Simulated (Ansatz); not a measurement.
# C2H6AlCl2N (SMILES C[N](C)[Al]([Cl])[Cl]): what the fields show

```yaml
atoms:
  - { symbol: C, position_ang: [-1.2951, -0.5080, -0.3008] }
  - { symbol: N, position_ang: [0.0116, 0.0255, 0.0112] }
  - { symbol: C, position_ang: [1.0585, -0.9642, -0.1061] }
  - { symbol: Al, position_ang: [0.2955, 1.6908, 0.4809] }
  - { symbol: Cl, position_ang: [2.2264, 2.3486, 0.9117] }
  - { symbol: Cl, position_ang: [-1.2946, 3.0327, 0.6143] }
  - { symbol: H, position_ang: [-1.5576, -1.3353, 0.3722] }
  - { symbol: H, position_ang: [-1.3314, -0.8951, -1.3280] }
  - { symbol: H, position_ang: [-2.0644, 0.2604, -0.2042] }
  - { symbol: H, position_ang: [1.1109, -1.3683, -1.1261] }
  - { symbol: H, position_ang: [2.0322, -0.5337, 0.1348] }
  - { symbol: H, position_ang: [0.8850, -1.8089, 0.5741] }
```

Geometry: PBE0-D4/def2-TZVP.

Theory: RKS PBE0-D4/def2-TZVPP in Ansatz.

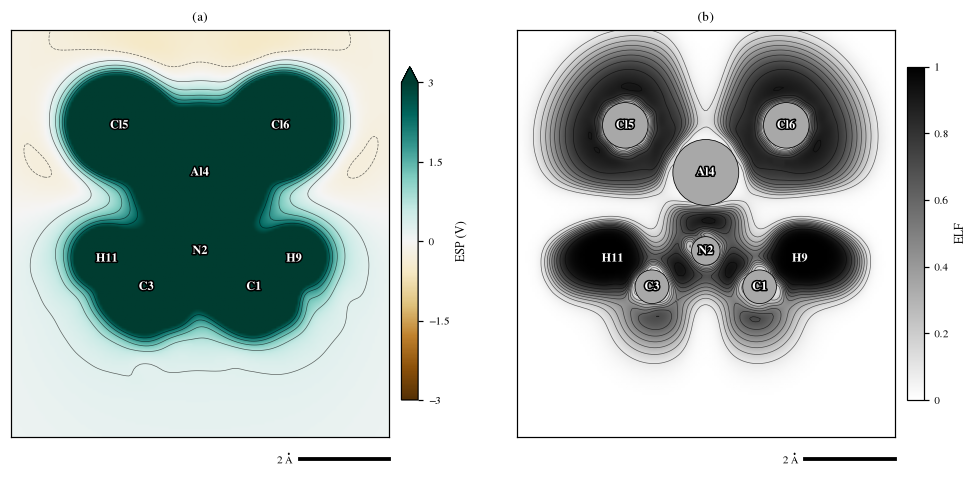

Figure 1. (a) electrostatic potential; (b) electron localisation function on the plane of atoms C1, N2 and Al4. Grey discs cover the atomic cores in the ELF map.

> Interpret the plot.

The section cuts through C, N, Al, Cl and H sites. C–N (1.45 Å): the ELF peaks at about 0.90 between the atoms (a covalent bond). Al–N (1.75 Å): the ELF peaks at about 0.90 between the atoms: a short, strongly polar bond. Al–Cl (2.08 Å): the ELF peaks at about 0.85 in the valence shell of Cl, 0.9 Å from its nucleus, and is about 0.80 at the midpoint. C–H (1.09 Å): the ELF climbs to about 1 towards the hydrogen, as it does in any bond to H; an ordinary covalent bond to hydrogen. The ELF also peaks beside Cl5 and Cl6, away from the bonds: lone-pair regions. Outside the dense part of the molecule the potential is most negative (−0.5 V) near Cl5 and Cl6.

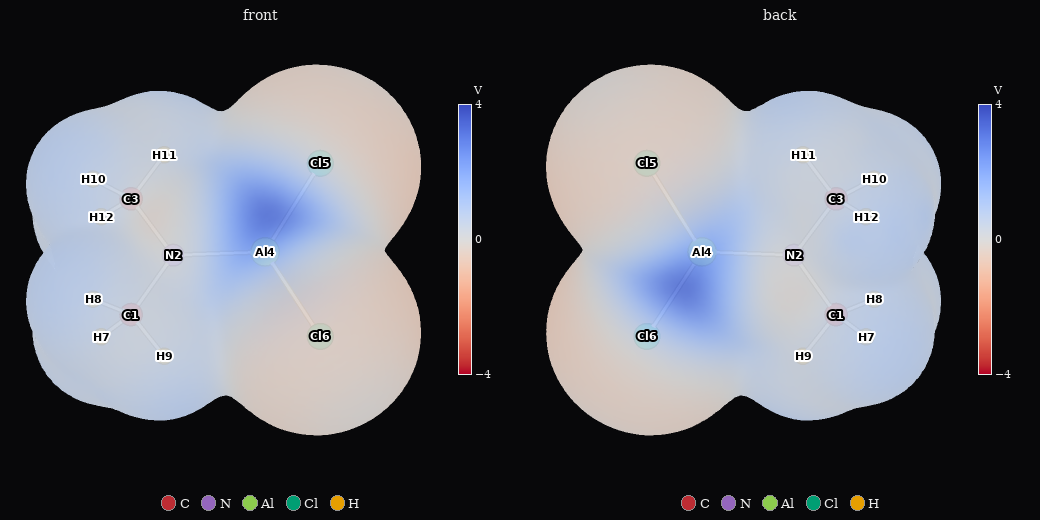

Figure 2. The electrostatic potential painted on the density surface at 0.002 e/bohr³, seen from the front and from behind; the colour scale runs from red (negative) to blue (positive).

> Which sites attract a positive test charge, and which a negative one?

A positive charge is drawn to the negative regions and a negative charge to the positive ones. The most negative region (about −0.5 V) lies over Cl5 and Cl6, the most positive (about +2.9 V) over Al4.

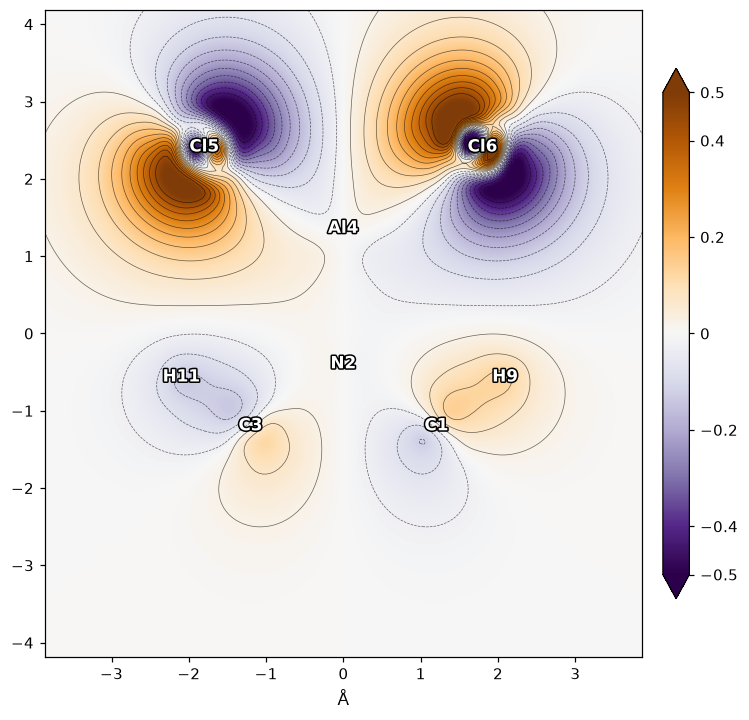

Figure 3. The HOMO−1 on the plane of atoms N2, C3 and H11 (values in Å⁻³ᐟ²; the overall sign is arbitrary).

> What is the character of this orbital?

Its weight (Hirshfeld) is mainly on Cl5 (about 45 %) and Cl6 (about 45 %); largely a combination of lone pairs on Cl5 and Cl6. Its energy is −9.14 eV.
